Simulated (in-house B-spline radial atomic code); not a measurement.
Computed with an in-house B-spline radial code: scalar-relativistic (spin-free one-electron X2C) LDA (Slater, PW92), spin-polarised, spherical fractional occupations, Fermi nucleus, basis-set limit. The occupation of the 4d shell is varied from Tc ([Kr] 4d5 5s2 (high spin)) to Tc with charge -0.6 ([Kr] 4d5.6 5s2 (4d: 5 up, 0.6 down)), with spherical fractional occupations. Wanted, and plotted below: the total energy less the straight line between the end points, and the eigenvalue of 4d↓.

The curve is convex (below the straight line), with the largest deviation among the points computed, −0.35 eV, at 0.3. The eigenvalue, which is the slope of the energy (Janak's theorem), moves from −4.07 eV at 0.1 to −0.274 eV at 0.6. Convexity is the mark of the delocalisation error, which puts fractional charges too low; for p, d and f shells the spherical spreading of the fraction adds to it. One end point is itself fractional, so the deviation from the line between whole numbers would be larger.

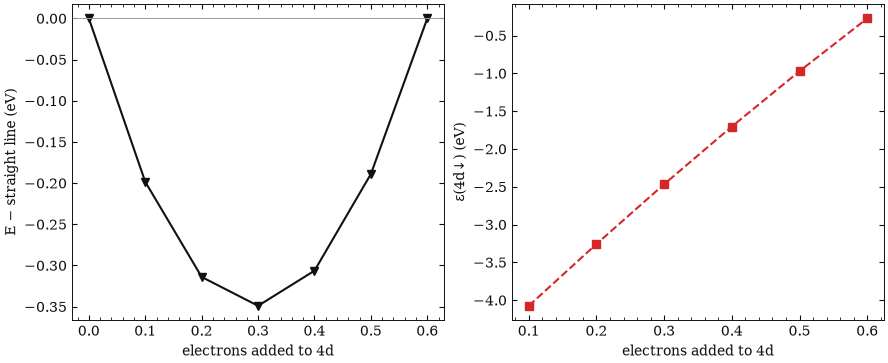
